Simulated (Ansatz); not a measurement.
C2H6N: several calculations on one system

Part 1: Relaxation

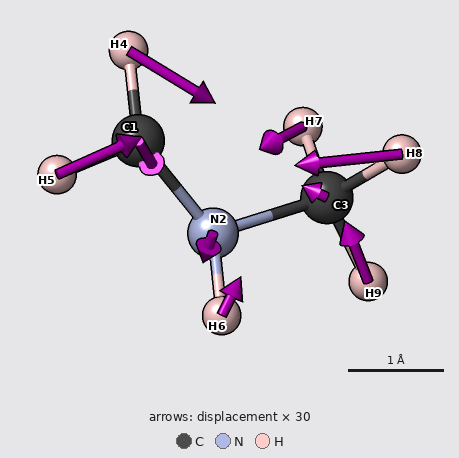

This is a relaxation of C₂H₆N (multiplicity 2). The starting structure is drawn; purple arrows show the displacements, magnified 30 times. The two geometries are superimposed by the best rigid fit.

A ball-and-stick model, seen at a tilt.

Level of theory: Ansatz, UKS PBE0-D4/def2-TZVP. Settings: force threshold 0.005 eV/Å; at most 200 steps.

Which element moves most?

Hydrogen: up to 0.039 Å, against 0.026 Å for carbon.

What did the optimiser do to the structure, and how much energy did it gain?

Over 4 accepted moves (5 points after the start) the energy falls by 0.94 kcal/mol. The largest force component goes from 0.55 to 0.0013 eV/Å. The line search rejected the trial step at point 4 of the run. H8 moves most after the best rigid fit: 0.039 Å. By element the largest moves are H 0.039 Å, C 0.026 Å, N 0.014 Å. Some distances before and after: C3–H8 1.119 → 1.099 Å, C1–H4 1.102 → 1.083 Å, C3–H7 1.111 → 1.093 Å, N2–H6 1.023 → 1.008 Å. The run took of the order of 40 core-seconds on a shared host.

Part 2: Relaxation

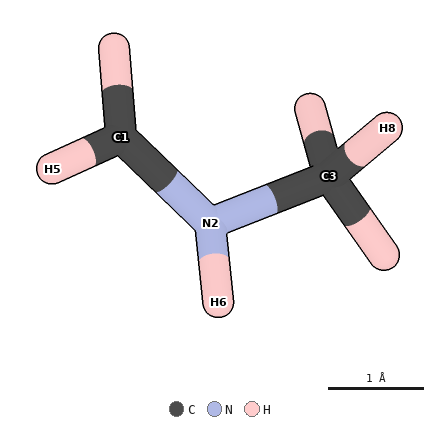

This is the input geometry for a constrained relaxation of C2H6N (multiplicity 2). The picture is a stick view, seen from a free direction.

These are results of UKS PBE0-D4/def2-TZVP (Ansatz), not measurements.

Input file:
```yaml
crystal:
  periodic: [false, false, false]
  atoms:
    - {symbol: C, position_ang: [-0.510309, 0.689338, -1.044576]}
    - {symbol: N, position_ang: [-0.213680, 0.467305, 0.281679]}
    - {symbol: C, position_ang: [0.481559, -0.739842, 0.647332]}
    - {symbol: H, position_ang: [-0.776878, -0.178325, -1.634831]}
    - {symbol: H, position_ang: [-0.863909, 1.475730, -1.252721]}
    - {symbol: H, position_ang: [0.088962, 1.285214, 0.786728]}
    - {symbol: H, position_ang: [-0.076551, -1.602967, 0.275704]}
    - {symbol: H, position_ang: [1.499207, -0.794235, 0.235268]}
    - {symbol: H, position_ang: [0.537554, -0.820999, 1.733967]}
basis:
  gaussian: {orbitals: def2-TZVP}
magnetization: {spin_polarized: true, initial_magnetization: 1}
hamiltonian: {xc: pbe0, dispersion: d4}
relax: {f_tol: 0.005, max_steps: 200, constraints: [{distance: [0, 4]}]}
```

Where does the constrained relaxation end?

Answer. After 6 geometry steps the energy has fallen by 0.76 kJ/mol. The largest force component goes from 0.25 to 0.0017 eV/Å. The atom that moves furthest after the best rigid fit is C1 (0.038 Å). Largest moves by element: C 0.038 Å, H 0.029 Å, N 0.006 Å. Bond angles that change, for instance: H4–C1–H5 119.0° → 121.4°.

Final geometry:

```xyz
9

C    -0.5465    0.6888   -1.0325
N    -0.2173    0.4648    0.2851
C     0.4806   -0.7401    0.6464
H    -0.7484   -0.1852   -1.6351
H    -0.8450    1.4907   -1.2663
H     0.0805    1.2831    0.7922
H    -0.0828   -1.6047    0.2860
H     1.4928   -0.7979    0.2205
H     0.5522   -0.8181    1.7323
```

Part 3: Scan

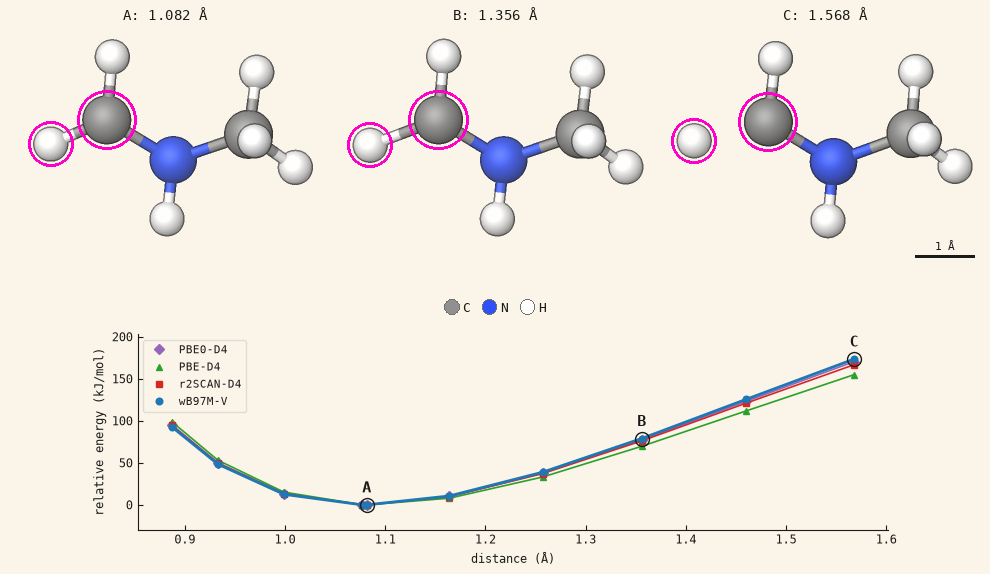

Energy scan for C$_{2}$H$_{6}$N (multiplicity 2), in which one C–H bond length is varied, with all other coordinates relaxed. The lettered frames are marked on the plot, at the values of wB97M-V. A ball-and-stick model, seen face on, with a slight tilt. The ringed atoms are those of the scanned coordinate.

Computed with Ansatz: wB97M-V, r2SCAN-D4, PBE-D4, PBE0-D4, basis def2-TZVPP, on geometries relaxed under the constraint at PBE0-D4/def2-TZVP. Energies are counted from the PBE0-D4/def2-TZVP minimum geometry at the same level.

Q: Describe the profile.

A: With wB97M-V: of the computed points the lowest is at the distance 1.077 Å, 0.0 kJ/mol. At the ends of the scan the energy is 92.8 kJ/mol (0.887 Å) and 173.5 kJ/mol (1.568 Å). The curvature at the lowest point is about 36 eV/Å² (5.8 mdyn/Å). The well is steeper on the short side, as for any bond. At 1.568 Å the levels give PBE-D4 154.9 kJ/mol, r2SCAN-D4 166.8 kJ/mol, PBE0-D4 170.4 kJ/mol, wB97M-V 173.5 kJ/mol.
